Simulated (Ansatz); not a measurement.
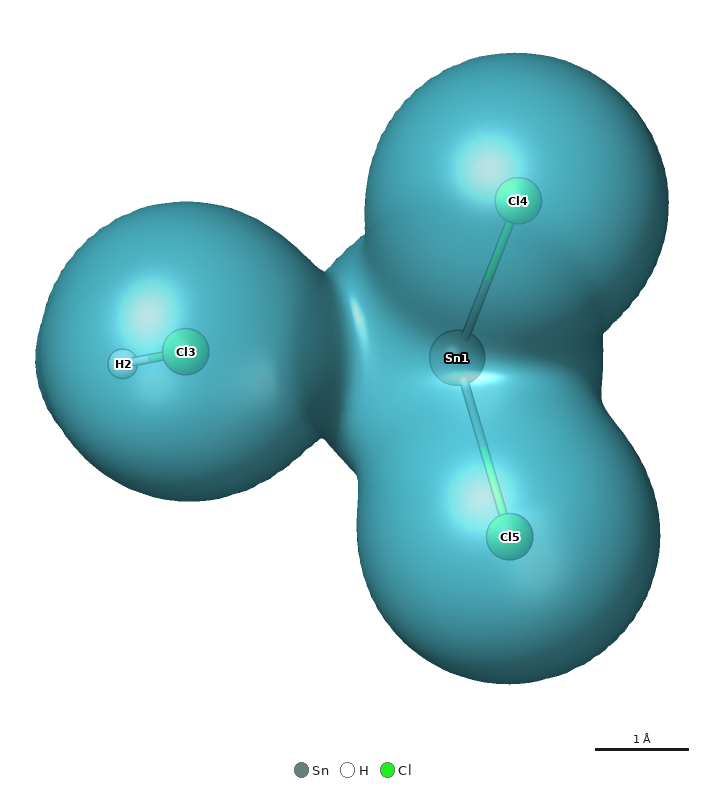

*Cl₂Sn···HCl. Isosurface of the electron density at 0.05 e/Å³ (cyan), seen at a tilt.*

Core potentials replace the inner electrons of Sn.

All numbers below come from RKS CAM-B3LYP/def2-SVP in Ansatz 0.2.0.

```xyz
5

Sn   -1.1102    0.0166    0.3788
H     2.1089   -0.1024    2.0219
Cl    2.0508    0.1024    0.7502
Cl   -0.9451    1.8112   -1.1935
Cl   -0.9431   -1.8279   -1.1353
```

Which contacts does the surface bridge?

Answer. At this value the surface is in one piece. It bridges the sampled Sn···Cl (3.18 Å), Sn–Cl (2.39 Å) and Cl–H (1.29 Å) contacts, where the density stays above the isovalue. On the grid the lowest density along these lines, outside the cores, is 0.11 e/Å³ (Sn···Cl, 3.18 Å), 0.48 e/Å³ (Sn–Cl, 2.39 Å) and 1.6 e/Å³ (Cl–H, 1.29 Å).
